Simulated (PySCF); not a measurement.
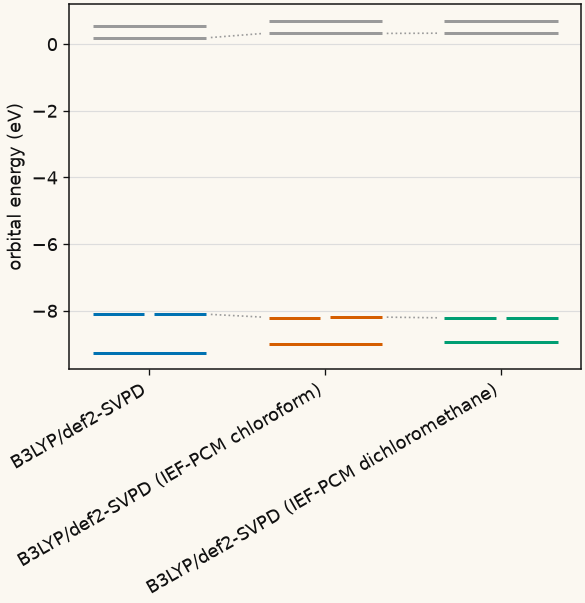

Frontier orbital energies of C₄H₉Cl, SMILES CCCCCl at one geometry, PySCF, at a PBE0-D3(BJ)/def2-SVP geometry (no frequency check). Empty levels are grey, levels within 0.1 eV stand side by side; all columns show the same few orbitals around the gap. Dotted lines join the HOMOs and the LUMOs.

**Compare the HOMO-LUMO separations.**

The separation grows from 8.31 eV (B3LYP/def2-SVPD) to 8.54 eV (B3LYP/def2-SVPD (IEF-PCM dichloromethane)).

```
                                    level  HOMO (eV)  LUMO (eV)  separation (eV)
                          B3LYP/def2-SVPD      −8.11       0.20             8.31
     B3LYP/def2-SVPD (IEF-PCM chloroform)      −8.19       0.32             8.51
B3LYP/def2-SVPD (IEF-PCM dichloromethane)      −8.21       0.33             8.54
```

Limits of at least one run: empty levels above zero depend strongly on the basis; one conformer of a flexible molecule.
